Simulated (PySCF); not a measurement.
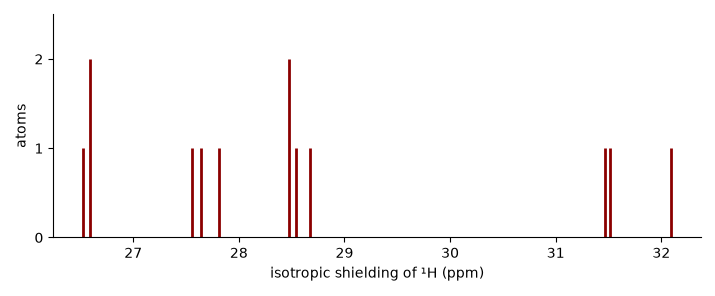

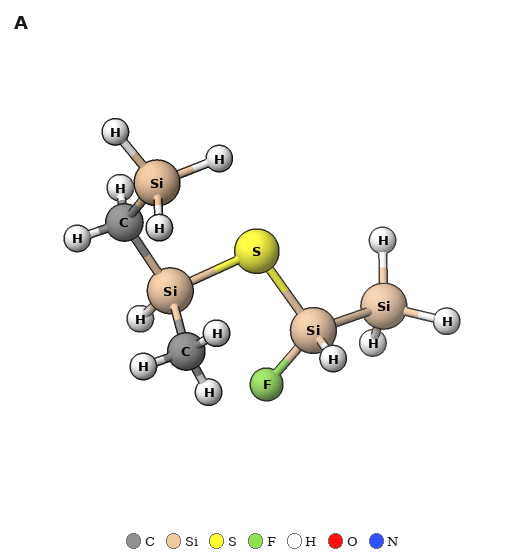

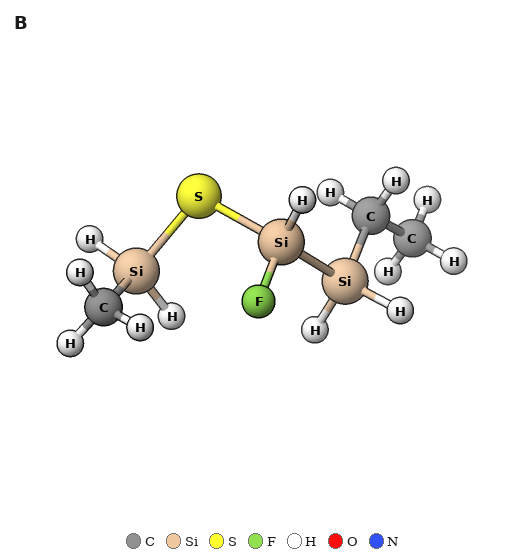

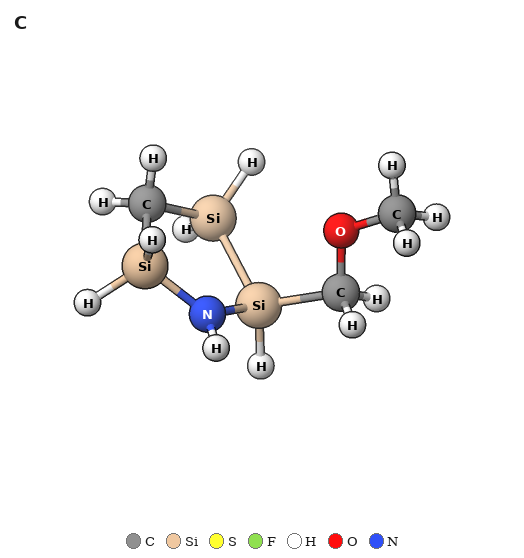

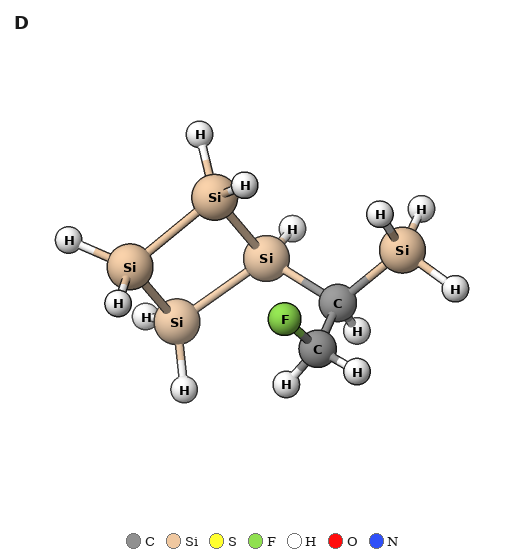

The sticks are computed shieldings of one of the molecules, for one fixed geometry (GFN2-xTB) without averaging over rotations. Low shielding means a high chemical shift. Method: GIAO PBE0/pcSseg-1 NMR shielding, non-relativistic, gas phase (PySCF 2.14.0).

Match the spectrum to a structure.

Answer. C, `COC[Si@H]1N[SiH2]C[SiH2]1`. Its 13 H atoms give lines at 26.52, 26.59 (2 atoms), 27.55, 27.64, 27.81, 28.48 (2 atoms), 28.54, 28.68, 31.47, 31.51, 32.09 ppm.

The geometry is semi-empirical. Around Si such bond lengths and angles can be off by a tenth of an ångström or more and by several degrees, and values that hang on the shape move with them.
